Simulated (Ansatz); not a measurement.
The structure below was relaxed with PBE (Ansatz, an electronic-structure program, PAW, spin-orbit coupling left out), earlier PAW set.

```yaml
crystal:
  lattice:
    - [3.20412, 0.00000, 0.00000]
    - [-1.60206, 2.77485, 0.00000]
    - [0.00000, 0.00000, 5.06895]
  atoms:
    - { symbol: Hf, position: [0.33333, 0.66667, 0.75000] }
    - { symbol: Hf, position: [0.66667, 0.33333, 0.25000] }
```

Find the space group and the Wyckoff positions.

Space group P6₃/mmc (No. 194); a = 3.204 Å, b = 3.204 Å, c = 5.069 Å, α = 90.00°, β = 90.00°, γ = 120.00°

```
atom  site  symmetry       x       y       z
----  ----  --------  ------  ------  ------
Hf      2d      -6m2  0.6667  0.3333  0.2500
```

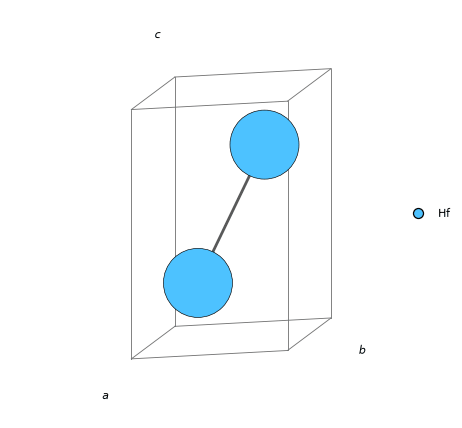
Figure: The conventional cell

No phonon test of stability was made. All final runs are without spin polarisation. The cell was made from Ti by this change: Ti → Hf.
